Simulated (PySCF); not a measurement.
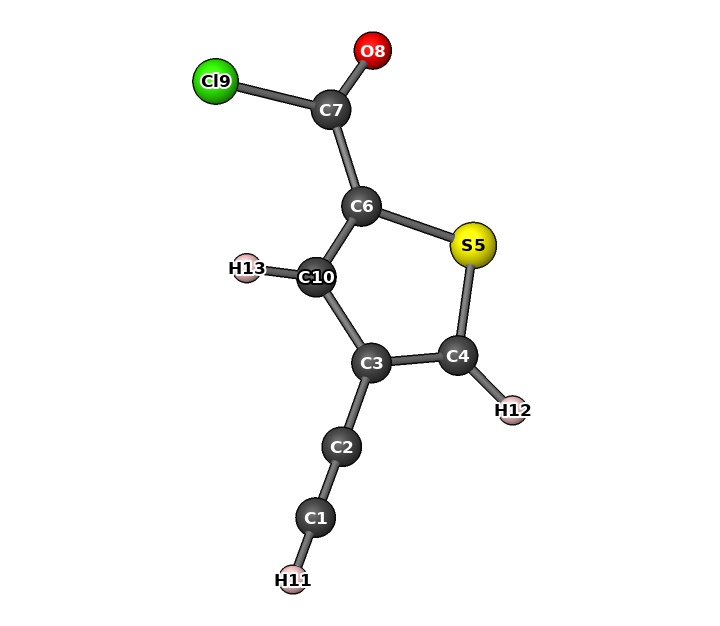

The questions are on isotropic NMR shieldings of the C atoms. The computed structure is the end point of a GFN2-xTB optimisation. No frequency run is at hand to confirm it as a minimum. Properties computed with GIAO PBE0/pcSseg-1 NMR shielding, non-relativistic, gas phase (PySCF 2.14.0).

Give the isotropic NMR shieldings of the C atoms atom by atom.

```
atom  σ (ppm)
  C1     98.1
  C2    105.6
  C3     59.8
  C4     33.0
  C6     42.3
  C7     20.0
 C10     35.9
```
